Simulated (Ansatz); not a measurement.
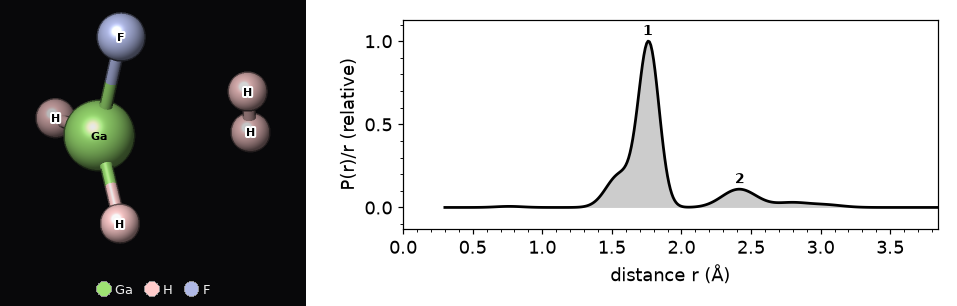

Simulated gas electron diffraction: radial distribution curve of FGaH4. Each pair of atoms contributes with weight ZᵢZⱼ/r; damping constant 0.0015 Å²; vibrational amplitudes assumed, not computed: 0.05 Å for bonds, 0.078 Å for bonds to H, 0.06 + 0.015 r up to 0.15 Å for other pairs. The geometry is the end point of an optimisation (RKS r2SCAN-D4/def2-SVP (Ansatz 0.2.0)); it may be a saddle point or a higher isomer.

**Which pairs of atoms lie under the numbered peaks? Mark bonded pairs by – and others by ···.**

Peak 1, 1.76 Å: Ga–H 1.55 Å (×2), Ga–F 1.77 Å, not resolved
Peak 2, 2.42 Å: Ga···H 2.36–2.45 Å (×2), F···H 2.50 Å, not resolved
